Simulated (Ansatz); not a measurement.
# CH2Se (methaneselone) at HF/def2-TZVPP

Aim: the energy change on altering one bond length of CH2Se (methaneselone) at HF/def2-TZVPP, from 2 runs. 

The results are computed with Ansatz 0.2.0.

47 further runs of the same task are left out: 47 set aside as unsound or not needed.

### Step 1. The system as given

CH2Se has 4 atoms, charge 0, and is taken as a singlet. As SMILES, `C=[Se]`. The coordinates come from a PBE0-D4/def2-TZVP relaxation.

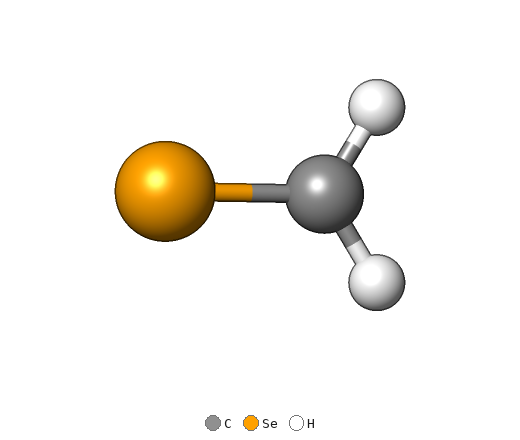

The structure, seen from a chosen angle (carbon grey, selenium orange, hydrogen white).

### Step 2. The energy at HF/def2-TZVPP

Input file job.yaml:

```yaml
crystal:
  periodic: [false, false, false]
  atoms:
    - {symbol: C, position_ang: [-0.129440, -0.027430, -0.068180]}
    - {symbol: Se, position_ang: [1.384110, 0.293380, 0.729180]}
    - {symbol: H, position_ang: [-0.586530, -1.013730, -0.053570]}
    - {symbol: H, position_ang: [-0.668140, 0.747780, -0.607410]}
basis:
  gaussian:
    orbitals: def2-TZVPP
hamiltonian:
  xc: hf
accuracy: high
output: {orbitals: {seedname: orbitals}}
```

The run is started by

```sh
$ ansatz run job.yaml --threads 1 --pin off --max-ram 3480MiB --events-out events.jsonl --progress --plain --runs-dir runs
```

The program printed:

```text
Warning: RAYON_NUM_THREADS=1 ignored (pool sized by the plan → 1); use --threads N
Functional definition: HF
  name "HF"
  exchange = exact_x
  correlation = 0
1649 factors; integrals over basis functions are off by at most 4.4e-9 eV
mean field evaluation 1: about -66363.7053 eV, gradient 1.3e1 eV
mean field evaluation 2: about -66363.8039 eV, gradient 1.3e1 eV
mean field evaluation 4: about -66364.3827 eV, gradient 2.2e0 eV
mean field evaluation 8: about -66364.3997 eV, gradient 1.8e-1 eV
mean field evaluation 16: about -66364.4000 eV, gradient 2.9e-8 eV
mean field -66364.40002123 eV, -2438.8467173741 hartree, gradient 2.9e-8 eV, S^2 0.000000; 0 other end points of the search recorded, 0 dependent functions left out
reference -66364.40002123 eV, -2438.8467173741 hartree; 21, 21 occupied and 86, 86 virtual orbitals, 1649 factors
Total energy: -66364.40002123 eV, -2438.8467173741 hartree
```

It took 2.2 s on 1 thread of Arm Neoverse V2, shared host; peak memory 0.25 GiB.

### Step 3. The distorted shape, same level

Input file input.yaml:

```yaml
crystal:
  periodic: [false, false, false]
  atoms:
    - {symbol: C, position_ang: [-0.060894, 0.120477, -0.070371]}
    - {symbol: Se, position_ang: [1.452656, 0.441287, 0.726989]}
    - {symbol: H, position_ang: [-0.586530, -1.013730, -0.053570]}
    - {symbol: H, position_ang: [-0.599594, 0.895687, -0.609601]}
basis:
  gaussian:
    orbitals: def2-TZVPP
output: {orbitals: {seedname: orbitals}}
hamiltonian:
  xc: hf
accuracy: high
total_charge: 0
```

The run is started by

```sh
$ ansatz run input.yaml --threads 1 --pin off --max-ram 3480MiB --events-out events.jsonl --progress --plain --runs-dir runs
```

The program printed:

```text
Warning: RAYON_NUM_THREADS=1 ignored (pool sized by the plan → 1); use --threads N
Functional definition: HF
  name "HF"
  exchange = exact_x
  correlation = 0
1657 factors; integrals over basis functions are off by at most 4.3e-9 eV
mean field evaluation 1: about -66363.3175 eV, gradient 1.2e1 eV
mean field evaluation 2: about -66363.4170 eV, gradient 1.2e1 eV
mean field evaluation 4: about -66363.9732 eV, gradient 1.1e0 eV
mean field evaluation 8: about -66363.9773 eV, gradient 2.2e-3 eV
mean field -66363.97731041 eV, -2438.8311830380 hartree, gradient 2.9e-8 eV, S^2 0.000000; 0 other end points of the search recorded, 0 dependent functions left out
reference -66363.97731041 eV, -2438.8311830380 hartree; 21, 21 occupied and 86, 86 virtual orbitals, 1657 factors
Total energy: -66363.97731041 eV, -2438.8311830380 hartree
```

Wall time 2.2 s (1 thread of Arm Neoverse V2, shared host); peak memory 0.25 GiB.

### Step 4. Results

At HF/def2-TZVPP:

```
                                                         quantity           value
                                        first shape: total energy  -2438.84672 Eh
                                         first shape: HOMO energy        -9.00 eV
                                         first shape: LUMO energy         0.80 eV
                                       first shape: HOMO–LUMO gap         9.80 eV
                                    distorted shape: total energy  -2438.83118 Eh
                                     distorted shape: HOMO energy        -8.99 eV
                                     distorted shape: LUMO energy         0.80 eV
                                   distorted shape: HOMO–LUMO gap         9.79 eV
energy change with the C1–H3 bond stretched from 1.087 to 1.250 Å        0.423 eV
```

With the C1–H3 bond stretched from 1.087 to 1.250 Å the energy rises by 0.42 eV (9.7 kcal/mol). The first shape isn't relaxed at this level, so the change isn't measured from a minimum.
